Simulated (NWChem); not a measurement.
# Energy and gradient calculation, with input and output: C₃H₄F₂ (part 2 of 2)

Continued. System: C₃H₄F₂, SMILES FC1(F)CC1. Method: HF/STO-3G, RHF (NWChem 7.3.0). The geometry comes from this level: PBE0-D4/def2-TZVP.

Geometry of the input (Å):
```
F  1.6535  -0.8264  0.5169
C  0.5715  -0.5136  -0.2146
F  0.5982  -1.2044  -1.3660
C  0.0686  0.8663  -0.2098
C  -0.7126  -0.2758  0.4574
H  0.5640  1.5779  0.4378
H  -0.3200  1.2610  -1.1395
H  -1.6095  -0.6241  -0.0381
H  -0.7253  -0.3073  1.5391
```

The program's output, continued
```
 Vector   10  Occ=2.000000D+00  E=-7.585159D-01
              MO Center=  3.6D-01, -3.3D-01, -1.4D-01, r^2= 2.8D+00
   Bfn.  Coefficient  Atom+Function         Bfn.  Coefficient  Atom+Function
  ----- ------------  ---------------      ----- ------------  ---------------
     7      0.538166  2 C  s                  2     -0.304343  1 F  s
    12     -0.304354  3 F  s                 15      0.276969  3 F  pz
     3     -0.237791  1 F  px                17     -0.228536  4 C  s
    22     -0.228588  5 C  s                  5     -0.197566  1 F  pz
     6     -0.155731  2 C  s

 Vector   11  Occ=2.000000D+00  E=-6.687206D-01
              MO Center=  2.3D-01, -2.0D-01, -8.4D-02, r^2= 2.6D+00
   Bfn.  Coefficient  Atom+Function         Bfn.  Coefficient  Atom+Function
  ----- ------------  ---------------      ----- ------------  ---------------
    10     -0.281828  2 C  pz                 3      0.263114  1 F  px
    20     -0.257580  4 C  pz                25     -0.257525  5 C  pz
    14      0.209153  3 F  py                 2      0.203008  1 F  s
    12     -0.202986  3 F  s                 15      0.174194  3 F  pz
     4     -0.171171  1 F  py                26     -0.171429  6 H  s

 Vector   12  Occ=2.000000D+00  E=-6.513707D-01
              MO Center=  3.5D-01, -3.2D-01, -1.3D-01, r^2= 2.7D+00
   Bfn.  Coefficient  Atom+Function         Bfn.  Coefficient  Atom+Function
  ----- ------------  ---------------      ----- ------------  ---------------
     5      0.342236  1 F  pz                15     -0.292975  3 F  pz
     8     -0.289368  2 C  px                 9      0.261966  2 C  py
    19     -0.255073  4 C  py                13     -0.243075  3 F  px
    23      0.220100  5 C  px                 2      0.176364  1 F  s
    12      0.176381  3 F  s

 Vector   13  Occ=2.000000D+00  E=-6.011659D-01
              MO Center=  6.4D-01, -5.8D-01, -2.4D-01, r^2= 2.3D+00
   Bfn.  Coefficient  Atom+Function         Bfn.  Coefficient  Atom+Function
  ----- ------------  ---------------      ----- ------------  ---------------
     4      0.369559  1 F  py                14      0.369593  3 F  py
     9      0.312306  2 C  py                 3      0.252787  1 F  px
    13      0.252803  3 F  px                 5     -0.215869  1 F  pz
    15     -0.215874  3 F  pz                 8      0.213621  2 C  px
    10     -0.182430  2 C  pz                19     -0.174908  4 C  py

 Vector   14  Occ=2.000000D+00  E=-5.472769D-01
              MO Center=  4.0D-01, -3.6D-01, -1.5D-01, r^2= 2.9D+00
   Bfn.  Coefficient  Atom+Function         Bfn.  Coefficient  Atom+Function
  ----- ------------  ---------------      ----- ------------  ---------------
     3      0.367147  1 F  px                10     -0.293298  2 C  pz
    14      0.286057  3 F  py                15      0.257866  3 F  pz
    20      0.234027  4 C  pz                25      0.233812  5 C  pz
     4     -0.225488  1 F  py                13     -0.198112  3 F  px
    26      0.198451  6 H  s                 27     -0.198471  7 H  s

 Vector   15  Occ=2.000000D+00  E=-5.172996D-01
              MO Center= -7.1D-03,  9.7D-03,  4.7D-03, r^2= 3.0D+00
   Bfn.  Coefficient  Atom+Function         Bfn.  Coefficient  Atom+Function
  ----- ------------  ---------------      ----- ------------  ---------------
    20      0.302999  4 C  pz                25     -0.303157  5 C  pz
    26      0.273711  6 H  s                 27     -0.273723  7 H  s
    28      0.273853  8 H  s                 29     -0.273861  9 H  s
     4      0.269592  1 F  py                14     -0.269516  3 F  py
     3      0.184237  1 F  px                13     -0.184312  3 F  px

 Vector   16  Occ=2.000000D+00  E=-5.056437D-01
              MO Center=  6.1D-01, -5.5D-01, -2.3D-01, r^2= 2.5D+00
   Bfn.  Coefficient  Atom+Function         Bfn.  Coefficient  Atom+Function
  ----- ------------  ---------------      ----- ------------  ---------------
    13      0.477854  3 F  px                 4     -0.374261  1 F  py
     5     -0.330682  1 F  pz                14     -0.298090  3 F  py
     3      0.264927  1 F  px                24      0.261106  5 C  py
    19     -0.215220  4 C  py                18     -0.188252  4 C  px

 Vector   17  Occ=2.000000D+00  E=-4.839059D-01
              MO Center=  7.0D-01, -6.3D-01, -2.6D-01, r^2= 2.7D+00
   Bfn.  Coefficient  Atom+Function         Bfn.  Coefficient  Atom+Function
  ----- ------------  ---------------      ----- ------------  ---------------
     4      0.452340  1 F  py                14     -0.452290  3 F  py
     3      0.309380  1 F  px                13     -0.309441  3 F  px
     5     -0.264190  1 F  pz                15      0.264224  3 F  pz
    20     -0.180914  4 C  pz                25      0.180964  5 C  pz
    26     -0.173218  6 H  s                 27      0.173242  7 H  s

 Vector   18  Occ=2.000000D+00  E=-4.603729D-01
              MO Center=  1.1D+00, -1.0D+00, -4.2D-01, r^2= 1.6D+00
   Bfn.  Coefficient  Atom+Function         Bfn.  Coefficient  Atom+Function
  ----- ------------  ---------------      ----- ------------  ---------------
     5      0.617825  1 F  pz                13      0.547722  3 F  px
    15      0.424066  3 F  pz                 4      0.336128  1 F  py

 Vector   19  Occ=2.000000D+00  E=-3.937345D-01
              MO Center=  9.2D-02, -8.0D-02, -3.3D-02, r^2= 2.2D+00
   Bfn.  Coefficient  Atom+Function         Bfn.  Coefficient  Atom+Function
  ----- ------------  ---------------      ----- ------------  ---------------
    24      0.504342  5 C  py                18     -0.445719  4 C  px
     3     -0.276998  1 F  px                13     -0.259382  3 F  px
    20      0.254918  4 C  pz                14      0.245936  3 F  py
     4      0.239639  1 F  py                 8      0.170961  2 C  px
     9     -0.154762  2 C  py

 Vector   20  Occ=2.000000D+00  E=-3.483316D-01
              MO Center=  4.2D-01, -3.8D-01, -1.6D-01, r^2= 2.2D+00
   Bfn.  Coefficient  Atom+Function         Bfn.  Coefficient  Atom+Function
  ----- ------------  ---------------      ----- ------------  ---------------
     4      0.349972  1 F  py                14      0.349963  3 F  py
    23      0.321043  5 C  px                19      0.313101  4 C  py
     9     -0.306486  2 C  py                 3      0.239390  1 F  px
    13      0.239386  3 F  px                18     -0.240308  4 C  px
     8     -0.209650  2 C  px                 5     -0.204428  1 F  pz

 Vector   21  Occ=0.000000D+00  E= 4.793286D-01
              MO Center= -9.8D-02,  9.2D-02,  3.9D-02, r^2= 1.5D+00
   Bfn.  Coefficient  Atom+Function         Bfn.  Coefficient  Atom+Function
  ----- ------------  ---------------      ----- ------------  ---------------
    24      0.753023  5 C  py                18      0.687197  4 C  px
     9     -0.520774  2 C  py                20     -0.372131  4 C  pz
     8     -0.356240  2 C  px                10      0.304013  2 C  pz
    23     -0.216841  5 C  px

 Vector   22  Occ=0.000000D+00  E= 5.018053D-01
              MO Center=  1.3D-01, -1.2D-01, -4.9D-02, r^2= 2.5D+00
   Bfn.  Coefficient  Atom+Function         Bfn.  Coefficient  Atom+Function
  ----- ------------  ---------------      ----- ------------  ---------------
    10      0.587270  2 C  pz                26     -0.455406  6 H  s
    27      0.455354  7 H  s                 28      0.455439  8 H  s
    29     -0.455446  9 H  s                 20      0.361202  4 C  pz
    25      0.361351  5 C  pz                 3      0.350978  1 F  px
     8      0.328992  2 C  px                15      0.311990  3 F  pz

 Vector   23  Occ=0.000000D+00  E= 6.249541D-01
              MO Center=  7.3D-01, -6.6D-01, -2.7D-01, r^2= 1.5D+00
   Bfn.  Coefficient  Atom+Function         Bfn.  Coefficient  Atom+Function
  ----- ------------  ---------------      ----- ------------  ---------------
     7      1.145042  2 C  s                 15     -0.512508  3 F  pz
     3      0.437234  1 F  px                 2     -0.371823  1 F  s
    12     -0.371807  3 F  s                  5      0.368316  1 F  pz
    19      0.312481  4 C  py                23     -0.305722  5 C  px
     8      0.263901  2 C  px                14     -0.260751  3 F  py

 Vector   24  Occ=0.000000D+00  E= 6.668652D-01
              MO Center= -3.8D-01,  3.4D-01,  1.4D-01, r^2= 2.7D+00
   Bfn.  Coefficient  Atom+Function         Bfn.  Coefficient  Atom+Function
  ----- ------------  ---------------      ----- ------------  ---------------
    17      0.949082  4 C  s                 22      0.950856  5 C  s
    26     -0.603236  6 H  s                 27     -0.603146  7 H  s
    28     -0.603898  8 H  s                 29     -0.603746  9 H  s
     7     -0.448305  2 C  s                 24     -0.279523  5 C  py
    19      0.260285  4 C  py                18      0.195425  4 C  px

 Vector   25  Occ=0.000000D+00  E= 6.879376D-01
              MO Center= -2.3D-01,  2.1D-01,  8.8D-02, r^2= 2.0D+00
   Bfn.  Coefficient  Atom+Function         Bfn.  Coefficient  Atom+Function
  ----- ------------  ---------------      ----- ------------  ---------------
    17      1.190664  4 C  s                 22     -1.189128  5 C  s
    26     -0.468823  6 H  s                 27     -0.468741  7 H  s
    28      0.467886  8 H  s                 29      0.467791  9 H  s
     9     -0.426375  2 C  py                 8     -0.291453  2 C  px
    10      0.248665  2 C  pz                19     -0.218444  4 C  py

 Vector   26  Occ=0.000000D+00  E= 7.485362D-01
              MO Center= -3.2D-01,  3.0D-01,  1.2D-01, r^2= 1.9D+00
   Bfn.  Coefficient  Atom+Function         Bfn.  Coefficient  Atom+Function
  ----- ------------  ---------------      ----- ------------  ---------------
    19      0.885578  4 C  py                23      0.707885  5 C  px
    25     -0.477132  5 C  pz                26     -0.448494  6 H  s
    27     -0.448646  7 H  s                 28      0.448492  8 H  s
    29      0.448740  9 H  s                 24      0.398841  5 C  py
     9      0.277879  2 C  py                20     -0.273454  4 C  pz

 Vector   27  Occ=0.000000D+00  E= 7.860018D-01
              MO Center=  1.9D-01, -1.7D-01, -7.1D-02, r^2= 1.3D+00
   Bfn.  Coefficient  Atom+Function         Bfn.  Coefficient  Atom+Function
  ----- ------------  ---------------      ----- ------------  ---------------
     8      0.827180  2 C  px                 9     -0.748844  2 C  py
     7     -0.653860  2 C  s                 19     -0.647691  4 C  py
    23      0.608345  5 C  px                10     -0.313548  2 C  pz
    25     -0.313786  5 C  pz                17      0.277834  4 C  s
    22      0.277986  5 C  s                 18      0.259619  4 C  px

 Vector   28  Occ=0.000000D+00  E= 8.022796D-01
              MO Center=  1.3D-01, -1.1D-01, -4.7D-02, r^2= 2.2D+00
   Bfn.  Coefficient  Atom+Function         Bfn.  Coefficient  Atom+Function
  ----- ------------  ---------------      ----- ------------  ---------------
    10      0.750181  2 C  pz                20     -0.543155  4 C  pz
    25     -0.544521  5 C  pz                26      0.432761  6 H  s
    27     -0.432660  7 H  s                 28     -0.433804  8 H  s
    29      0.433847  9 H  s                  8      0.420521  2 C  px
     3      0.322056  1 F  px                18     -0.304448  4 C  px

 Vector   29  Occ=0.000000D+00  E= 8.273761D-01
              MO Center= -4.1D-01,  3.8D-01,  1.6D-01, r^2= 2.1D+00
   Bfn.  Coefficient  Atom+Function         Bfn.  Coefficient  Atom+Function
  ----- ------------  ---------------      ----- ------------  ---------------
    20      0.761513  4 C  pz                25     -0.760161  5 C  pz
    26     -0.620463  6 H  s                 27      0.620468  7 H  s
    28     -0.619598  8 H  s                 29      0.619548  9 H  s
    18      0.426580  4 C  px                23     -0.426567  5 C  px
    19      0.153251  4 C  py                24     -0.152645  5 C  py

 center of mass
 --------------
 x =   0.96393477 y =  -0.86549098 z =  -0.36158236

 moments of inertia (a.u.)
 ------------------
         310.686435420341          71.930899753327          -8.307963665245
          71.930899753327         347.194965755301         -45.445918005424
          -8.307963665245         -45.445918005424         335.402999748043

  Mulliken analysis of the total density
  --------------------------------------

    Atom       Charge   Shell Charges
 -----------   ------   -------------------------------------------------------
    1 F    9     9.15   2.00  1.94  5.21
    2 C    6     5.72   1.99  1.09  2.64
    3 F    9     9.15   2.00  1.94  5.21
    4 C    6     6.16   1.99  1.16  3.01
    5 C    6     6.16   1.99  1.16  3.01
    6 H    1     0.92   0.92
    7 H    1     0.92   0.92
    8 H    1     0.92   0.92
    9 H    1     0.92   0.92

       Multipole analysis of the density wrt the origin
       ------------------------------------------------

     L   x y z        total         open         nuclear
     -   - - -        -----         ----         -------
     0   0 0 0     -0.000000      0.000000     40.000000

     1   1 0 0     -0.374734      0.000000     33.522794
     1   0 1 0      0.339186      0.000000    -30.062328
     1   0 0 1      0.141923      0.000000    -12.556473

     2   2 0 0    -20.177523      0.000000    129.982804
     2   1 1 0      1.162234      0.000000    -61.757579
     2   1 0 1      0.166027      0.000000    -10.296550
     2   0 2 0    -19.755672      0.000000    108.229775
     2   0 1 1     -0.590501      0.000000     30.643351
     2   0 0 2    -19.435508      0.000000     88.756617

                              NWChem Gradients Module
                              -----------------------

                                     C3H4F2 hf

  wavefunction    =   RHF

                         RHF ENERGY GRADIENTS

    atom               coordinates                        gradient
                 x          y          z           x          y          z
   1 F       3.124662  -1.561670   0.976799   -0.027847   0.007392  -0.019955
   2 C       1.079978  -0.970563  -0.405535   -0.020457   0.018503   0.007731
   3 F       1.130434  -2.275986  -2.581366    0.000360   0.017499   0.030372
   4 C       0.129635   1.637070  -0.396465    0.022228  -0.020982  -0.008243
   5 C      -1.346619  -0.521186   0.864361    0.022992  -0.019880  -0.008890
   6 H       1.065805   2.981799   0.827322    0.001851  -0.000365   0.002205
   7 H      -0.604712   2.382944  -2.153343   -0.000763  -0.001323  -0.002462
   8 H      -3.041514  -1.179378  -0.071999   -0.000507  -0.000900  -0.002729
   9 H      -1.370618  -0.580713   2.908477    0.002143   0.000056   0.001971

                 ----------------------------------------
                 |  Time  |  1-e(secs)   |  2-e(secs)   |
                 ----------------------------------------
                 |  CPU   |       0.00   |       0.39   |
                 ----------------------------------------
                 |  WALL  |       0.00   |       0.39   |
                 ----------------------------------------

 Task  times  cpu:        2.5s     wall:        2.5s
 Total times  cpu:        2.5s     wall:        2.5s
```

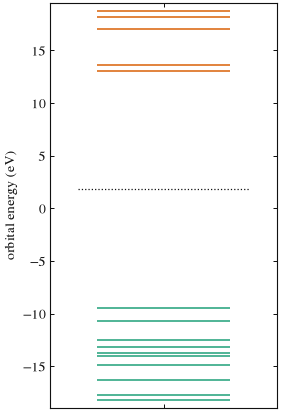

Orbital energies near the frontier; the dotted line parts filled from empty levels, and levels within 0.02 eV of each other stand side by side. Highest filled −9.48 eV, lowest empty 13.04 eV, 22.52 eV apart.

Key numbers

| quantity | value |
| --- | --- |
| outcome | converged |
| total energy | −310.574583 hartree |
| basis functions | 29 |
| largest force | 1.803 eV/Å |
| HOMO | −9.48 eV |
| LUMO | 13.04 eV |
| dipole moment | 1.33 D |
| wall time | 3.3 s |
| peak memory | 0.1 GiB |
